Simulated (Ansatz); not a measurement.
```xyz
32

C    -5.5160    1.0150   -0.9897
N    -5.0106    0.4489    0.2407
C    -5.8995    0.0354    1.3064
C    -3.6777    0.2293    0.3935
C    -3.0209   -0.3370    1.4842
C    -1.6179   -0.4252    1.3458
C    -1.0670    0.0478    0.1657
C     0.2967    0.0900   -0.2538
C     0.8289    0.5702   -1.4471
C     2.2290    0.4791   -1.5804
C     2.9128   -0.0772   -0.5087
C     4.3174   -0.2987   -0.3523
C     4.9923   -0.8596    0.7292
C     6.3929   -0.9527    0.6032
C     6.9128   -0.4710   -0.5888
C     8.2593   -0.4333   -0.9931
N     9.3736   -0.3930   -1.3477
Se    5.5411    0.1802   -1.7064
Se    1.6861   -0.5572    0.8524
Se   -2.4495    0.7052   -0.9630
H    -5.0603    2.0027   -1.1909
H    -6.6021    1.1508   -0.9142
H    -5.3075    0.3608   -1.8582
H    -6.9315    0.2953    1.0405
H    -5.8462   -1.0554    1.4795
H    -5.6462    0.5418    2.2549
H    -3.5471   -0.6851    2.3741
H    -0.9875   -0.8492    2.1340
H     0.1938    0.9923   -2.2314
H     2.7514    0.8266   -2.4772
H     4.4610   -1.2049    1.6205
H     7.0385   -1.3719    1.3783
```

Geometry: r2SCAN-D4/def2-SVP; not at a stationary point (largest force 1.7 eV/Å).

Level of theory: RKS PBE0-D4/def2-TZVP in Ansatz 0.2.0.

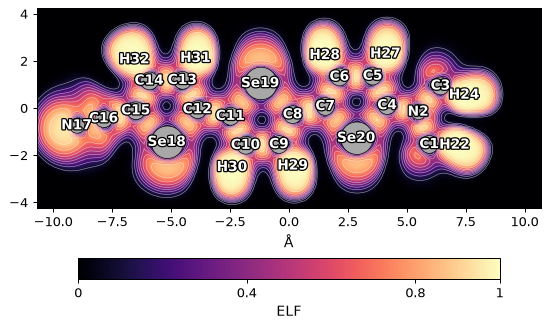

C15H12N2Se3 (SMILES CN(C)c1ccc(-c2ccc(-c3ccc(C#N)[se]3)[se]2)[se]1). Electron localisation function on the plane of atoms C11, C10 and H30. Grey discs cover the atomic cores.

What do the fields say about this system?

Answer.
- The section cuts through C, N, Se and H sites.
- C–N (1.17 Å): the ELF peaks at about 0.85 between the atoms (a short, multiple covalent bond).
- C–C (1.39 Å): the ELF peaks at about 0.95 between the atoms; localised, covalent bonding.
- C–Se (1.89 Å): the ELF peaks at about 0.90 between the atoms, as expected for localised, covalent bonding.
- C–H (1.09 Å): the ELF climbs to about 1 towards the hydrogen, as it does in any bond to H: a covalent bond by its length.
- C–C (1.43 Å): the ELF peaks at about 0.95 between the atoms: a covalent bond.
- The ELF also peaks beside Se18, Se20, N17 and Se19, away from the bonds: lone-pair regions.
